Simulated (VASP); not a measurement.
# CdW with vdW-DF-cx: from relaxation to properties

Wanted: the relaxed cell of CdW and its properties. The steps: full relaxation (vdW-DF-cx), second relaxation, single point with fields (vdW-DF-cx), bands along the symmetry lines (vdW-DF-cx), total and projected DOS (vdW-DF-cx), bands along the symmetry lines (vdW-DF-cx + SOC) and core levels (vdW-DF-cx). The cell is invented: it takes the structure of a Materials Project entry for MgZr (space group 221 there), with all of its atoms replaced by other elements, volume scaled by an estimate. It may not be a known or stable phase. Left out of this account: 1 further run (elastic: elastic constants of a metal on too coarse a mesh).

Main program and level: VASP 6.6.1; vdW-DF-cx; plane waves and PAW (W, Cd), in the first sound run; inputs show where later runs differ.

## Step 1: Set-up

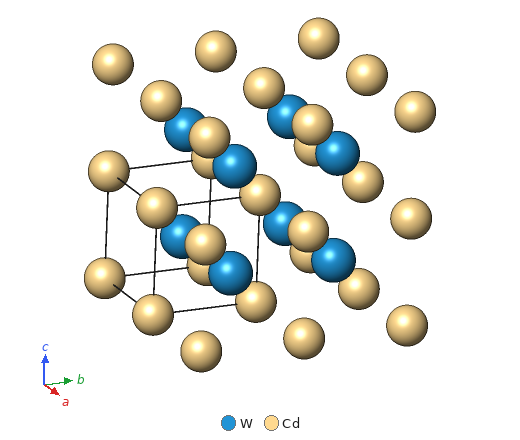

The starting structure, seen slightly off an axis (tungsten blue, cadmium orange). 2×2×2 cells are drawn. Some periodic images of atoms are drawn too.

Coordinates:

```
W Cd
1.0
     3.30990    0.00000    0.00000
     0.00000    3.30990    0.00000
     0.00000    0.00000    3.30990
W Cd
1 1
Cartesian
  1.6550 1.6550 1.6550
  0.0000 0.0000 0.0000
```

## Step 2: Full relaxation (vdW-DF-cx)

The start need not lie at this functional's minimum. ISIF = 3 frees volume, shape and positions, and EDIFFG sets the threshold on forces and stress at which the search stops. vdW-DF-cx takes its exchange from the same plasmon model as its correlation. LUSE_VDW switches on a nonlocal correlation term for dispersion.

INCAR reads:

```
SYSTEM = CdW
PREC = Accurate
ENCUT = 400
EDIFF = 1E-06
NELM = 100
ISMEAR = 1
SIGMA = 0.2
LREAL = .FALSE.
ALGO = Normal
GGA = CX
AGGAC = 0
LUSE_VDW = .TRUE.
LASPH = .TRUE.
LORBIT = 11
LWAVE = .FALSE.
LCHARG = .FALSE.
IBRION = 2
NSW = 60
ISIF = 3
EDIFFG = -0.01
```

POSCAR reads:

```
CdW
1.0
    3.3099020000      0.0000000000      0.0000000000
    0.0000000000      3.3099020000      0.0000000000
    0.0000000000      0.0000000000      3.3099020000
W Cd
1 1
Direct
    0.5000000000      0.5000000000      0.5000000000
    0.0000000000      0.0000000000      0.0000000000
```

KPOINTS reads:

```
Automatic mesh
0
Gamma
6 6 6
0 0 0
```

Potentials, in the order of the species: W and Cd (PBE family, release 64).

The run is started by

```sh
> mpirun -np 1 vasp_std
```

What it wrote:

```text
[banner, memory and clock lines left out]
running    1 mpi-ranks, on    1 nodes
 distrk:  each k-point on    1 cores,    1 groups
 distr:  one band on    1 cores,    1 groups

 POSCAR found type information on POSCAR W Cd
 POSCAR found :  2 types and       2 ions
|                                                                             |
|               ----> ADVICE to this user running VASP <----                  |
|                                                                             |
|     You have switched on vdW-DFT.                                           |
|     This routine was written and supplied by Jiri Klimes. We recommend      |
|     that you carefully read and cite the following publications:            |
|       J. Klimes, D.R. Bowler, A. Michelides                                 |
|          J. Phys.: Cond Matt. 22 022201 (2010)                              |
|       J. Klimes, D.R. Bowler, A. Michelides                                 |
|          Phys. Rev. B. 83, 195131 (2011)                                    |
|     and references therein.                                                 |
|                                                                             |

|                                                                             |
|               ----> ADVICE to this user running VASP <----                  |
|                                                                             |
|     You enforced a specific xc type in the INCAR file but a different       |
|     [... a line on the potential file left out ...]
|     I HOPE YOU KNOW WHAT YOU ARE DOING!                                     |
|                                                                             |

 LDA part: xc-table for (Slater+PW92), standard interpolation
 POSCAR, INCAR and KPOINTS ok, starting setup
 FFT: planning ... GRIDC
 FFT: planning ... GRID_SOFT
 FFT: planning ... GRID
 WAVECAR not read
 entering main loop
       N       E                     dE             d eps       ncg     rms          rms(c)
DAV:   1     0.879007052346E+02    0.87901E+02   -0.80506E+03   528   0.106E+03
DAV:   2    -0.431111841047E+01   -0.92212E+02   -0.88529E+02   625   0.296E+02
DAV:   3    -0.741435680330E+01   -0.31032E+01   -0.30679E+01   623   0.543E+01
DAV:   4    -0.743508619684E+01   -0.20729E-01   -0.20718E-01   595   0.387E+00
DAV:   5    -0.743523149152E+01   -0.14529E-03   -0.14529E-03   615   0.268E-01    0.143E+01
DAV:   6    -0.671655734625E+01    0.71867E+00   -0.13232E+00   599   0.126E+01    0.688E+00
DAV:   7    -0.660470523210E+01    0.11185E+00   -0.37733E-01   629   0.556E+00    0.187E+00
DAV:   8    -0.659660059437E+01    0.81046E-02   -0.20991E-02   540   0.160E+00    0.197E-01
DAV:   9    -0.659642227692E+01    0.17832E-03   -0.56134E-04   610   0.213E-01    0.623E-02
DAV:  10    -0.659644128642E+01   -0.19009E-04   -0.68274E-05   609   0.592E-02    0.346E-02
DAV:  11    -0.659644811985E+01   -0.68334E-05   -0.17263E-05   535   0.401E-02    0.596E-03
DAV:  12    -0.659644818938E+01   -0.69532E-07   -0.44165E-07   320   0.887E-03
   1 F= -.65964482E+01 E0= -.65933694E+01  d E =-.659645E+01
 curvature:   0.00 expect dE= 0.000E+00 dE for cont linesearch  0.000E+00
 trial: gam= 0.00000 g(F)=  0.000E+00 g(S)=  0.422E+00 ort = 0.000E+00 (trialstep = 0.100E+01)
 search vector abs. value=  0.422E+00
 bond charge predicted
       N       E                     dE             d eps       ncg     rms          rms(c)
DAV:   1    -0.125158637949E+02   -0.59194E+01   -0.10641E+02   520   0.139E+02    0.207E+01
DAV:   2    -0.689418896865E+01    0.56217E+01   -0.24538E+01   565   0.986E+01    0.920E+00
DAV:   3    -0.645525076589E+01    0.43894E+00   -0.17936E+00   545   0.182E+01    0.208E+00
DAV:   4    -0.638423703704E+01    0.71014E-01   -0.17445E-01   588   0.315E+00    0.133E+00
DAV:   5    -0.637511861906E+01    0.91184E-02   -0.11679E-02   555   0.154E+00    0.581E-01
DAV:   6    -0.637478452670E+01    0.33409E-03   -0.53513E-03   530   0.682E-01    0.133E-01
DAV:   7    -0.637489658745E+01   -0.11206E-03   -0.10008E-04   575   0.996E-02    0.752E-02
DAV:   8    -0.637492987839E+01   -0.33291E-04   -0.20076E-05   540   0.361E-02    0.694E-03
DAV:   9    -0.637492991557E+01   -0.37185E-07   -0.41801E-07   305   0.837E-03
   2 F= -.63749299E+01 E0= -.63716412E+01  d E =0.221518E+00
[...]
3 F= -.66773278E+01 E0= -.66739985E+01  d E =-.808796E-01
 curvature:  -0.15 expect dE=-0.832E-04 dE for cont linesearch -0.832E-04
 ZBRENT: interpolating
 opt :   0.3649  next Energy=    -6.677404 (dE=-0.810E-01)
 bond charge predicted
       N       E                     dE             d eps       ncg     rms          rms(c)
DAV:   1    -0.667796451921E+01   -0.63683E-03   -0.10728E-02   520   0.148E+00    0.179E-01
DAV:   2    -0.667746778578E+01    0.49673E-03   -0.14984E-03   535   0.676E-01    0.867E-02
DAV:   3    -0.667743284357E+01    0.34942E-04   -0.66731E-05   545   0.844E-02    0.464E-02
DAV:   4    -0.667742720658E+01    0.56370E-05   -0.11219E-05   593   0.238E-02    0.152E-02
DAV:   5    -0.667742733676E+01   -0.13018E-06   -0.14918E-06   288   0.158E-02
   4 F= -.66774273E+01 E0= -.66740942E+01  d E =-.809791E-01
 curvature:  -0.14 expect dE=-0.842E-06 dE for cont linesearch -0.842E-06
 trial: gam=-0.00379 g(F)=  0.131E-69 g(S)=  0.609E-05 ort = 0.160E-02 (trialstep = 0.873E+00)
 search vector abs. value=  0.188E-09
 reached required accuracy - stopping structural energy minimisation
```

Wall time 63 s (1 MPI rank of Intel Xeon Platinum 8375C at 2.90GHz (Ice Lake), shared host); peak memory 0.27 GiB.

The logs omit lines about the potential files and the build; timing stands in the text.

From OUTCAR (step 2):

```text
ion  position               nearest neighbor table
   1  0.500  0.500  0.500-   2 2.87   2 2.87   2 2.87   2 2.87   2 2.87   2 2.87   2 2.87   2 2.87

  LATTYP: Found a simple cubic cell.
 ALAT       =     3.3099020000

 Subroutine GETGRP returns: Found 48 space group operations
 (whereof 48 operations were pure point group operations)

The static configuration has the point symmetry O_h .

 Found     20 irreducible k-points:

   k-points           NKPTS =     20   k-points in BZ     NKDIM =     20   number of bands    NBANDS=     13

   dimension x,y,z NGX =    24 NGY =   24 NGZ =   24
   dimension x,y,z NGXF=    48 NGYF=   48 NGZF=   48

   ENCUT  =  400.0 eV  29.40 Ry    5.42 a.u.   5.40  5.40  5.40*2*pi/ulx,y,z

   NELECT =      18.0000    total number of electrons

 k-points in reciprocal lattice and weights: Automatic mesh
   0.00000000  0.00000000  0.00000000       0.005
   0.16666667  0.00000000  0.00000000       0.028
   0.33333333  0.00000000  0.00000000       0.028
   0.50000000  0.00000000  0.00000000       0.014
   0.16666667  0.16666667  0.00000000       0.056
   0.33333333  0.16666667  0.00000000       0.111
   0.50000000  0.16666667  0.00000000       0.056
   0.33333333  0.33333333  0.00000000       0.056
   0.50000000  0.33333333  0.00000000       0.056
[...]
0.50000000  0.50000000  0.33333333       0.028
   0.50000000  0.50000000  0.50000000       0.005

 average (electrostatic) potential at core
       1 -40.2541       2 -36.5924

 E-fermi :   5.2965

 k-point     1 :       0.0000    0.0000    0.0000
  band No.  band energies     occupation
    ...
      4      -3.3076      2.00000
      5      -3.3076      2.00000
      6      -3.3076      2.00000
      7       3.5941      2.00000
      8       3.5941      2.00000
      9       7.1729     -0.00000
     10       7.1729     -0.00000
     11       7.1729     -0.00000
     12      11.3363      0.00000
     13      11.3363      0.00000

 k-point     2 :       0.1667    0.0000    0.0000
  band No.  band energies     occupation
    ...
      4      -3.3456      2.00000
      5      -3.3456      2.00000
      6      -3.2751      2.00000
      7       3.4956      2.00000
      8       3.6261      2.00000
      9       6.2527     -0.00000
     10       6.2527     -0.00000
     11       7.0973     -0.00000
     12       9.5412      0.00000
     13      12.8278      0.00000

 k-point     3 :       0.3333    0.0000    0.0000
  band No.  band energies     occupation
    ...
      6      -2.2248      2.00000
      7       2.6871      2.00000
      8       3.2877      2.00000
      9       5.0902      2.05616
     10       5.0902      2.05616
     11       6.9454     -0.00000
     12       8.2344     -0.00000
     13      15.7020      0.00000

Total vdW correction in eV:      3.0771797

  Total       -0.0091770     -0.0091770     -0.0091770     -0.0000000      0.0000000      0.0000000
  in kB       -0.4324712     -0.4324712     -0.4324712     -0.0000000      0.0000000      0.0000000
  external PRESSURE =      -0.4324712 kB  Pullay stress =       0.0000000 kB

  energy-cutoff  :      400.00
  volume of cell :       34.00
      direct lattice vectors                 reciprocal lattice vectors
     3.239550728  0.000000000 -0.000000000     0.308684779  0.000000000  0.000000000
     0.000000000  3.239550728  0.000000000     0.000000000  0.308684779  0.000000000
    -0.000000000  0.000000000  3.239550728     0.000000000  0.000000000  0.308684779

 POSITION                                       TOTAL-FORCE (eV/Angst)
 -----------------------------------------------------------------------------------
      1.61978      1.61978      1.61978        -0.000000      0.000000      0.000000
      0.00000      0.00000      0.00000         0.000000      0.000000      0.000000
 -----------------------------------------------------------------------------------
    total drift:                                0.000000      0.000000      0.000000

  FREE ENERGIE OF THE ION-ELECTRON SYSTEM (eV)
  ---------------------------------------------------
  free  energy   TOTEN  =        -6.6774273368 eV

  energy  without entropy=       -6.6674280496  energy(sigma->0) =       -6.67409424

Total vdW correction in eV:      3.0771674

 reached required accuracy - stopping structural energy minimisation

 total charge
# of ion       s       p       d       tot
------------------------------------------
    1        0.521   0.477   4.028   5.026
    2        0.577   0.575   9.431  10.583
--------------------------------------------------
tot          1.098   1.052  13.458  15.608

[... 3 further parts left out ...]
```

The k-mesh is coarse for a metal. The PAW data sets were made with PBE, which is usual practice but a small mismatch for other functionals. The data set W keeps the semicore shell frozen, which is cheaper and a little less accurate. The run keeps the 48 symmetry operations of its start, so it cannot find a distortion of lower symmetry.

The steps of the relaxation:

| step | energy less that of the first step (eV) | largest force (eV/Å) | pressure (GPa) | volume (Å³) |
| --- | --- | --- | --- | --- |
| 1 | 0.0000 | 0.0000 | -10.67 | 36.26 |
| 2 | 0.2215 | 0.0000 | 29.36 | 30.29 |
| 3 | -0.0809 | 0.0000 | -0.41 | 34.06 |
| 4 | -0.0810 | 0.0000 | -0.04 | 34.00 |

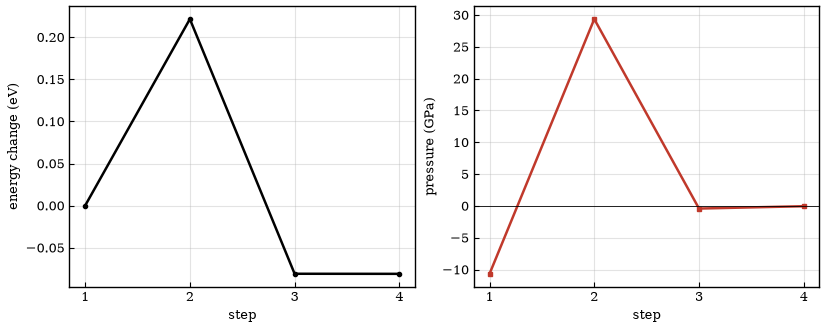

Energy and pressure along the relaxation.

| conventional cell, symmetrised | before | after | change |
| --- | --- | --- | --- |
| a (Å) | 3.310 | 3.240 | -2.1 % |
| b (Å) | 3.310 | 3.240 | -2.1 % |
| c (Å) | 3.310 | 3.240 | -2.1 % |
| volume (Å³/atom) | 18.13 | 17.00 | -6.2 % |

Final coordinates:

```cif
data_structure
_symmetry_space_group_name_H-M 'P 1'
_symmetry_Int_Tables_number 1
_cell_length_a 3.2396
_cell_length_b 3.2396
_cell_length_c 3.2396
_cell_angle_alpha 90.000
_cell_angle_beta 90.000
_cell_angle_gamma 90.000
_cell_volume 34.00
loop_
_atom_site_label
_atom_site_type_symbol
_atom_site_fract_x
_atom_site_fract_y
_atom_site_fract_z
_atom_site_occupancy
W1 W 0.50000 0.50000 0.50000 1
Cd2 Cd 0.00000 0.00000 0.00000 1
```

This step gave:

```yaml
electrons: 18
bands: 13
irreducible_k_points: 20
symmetry_operations: 48
free_energy_toten: -6.677 eV
energy_at_zero_smearing: -6.674 eV
fermi_energy: 5.296 eV
pressure: -0.04325 GPa
metallic: yes
scf_cycles_over_all_ionic_steps: 35
```

It ends with forces that vanish by symmetry and a pressure of -0.04 GPa.

(Continued in part 2 of 3.)

[Lines on the potential files, build, host, timing and source positions are cut from VASP's logs without a mark.]

[Logs are printed without paths, hosts, clocks, repeated set-up lines and the standing remarks that a program may print on its own settings, such as how far it seeks lower states.]

[Hosts, paths, dates, database ids (printed as entryN), source tags and the programs' standing remarks are cut or masked in the printed files.]

[A measured line is paired with the nearest computed mode of its activity, which favours agreement.]

[In band tables of VASP the shares of atoms and orbitals are scaled to a sum of 1 inside the atoms' spheres.]
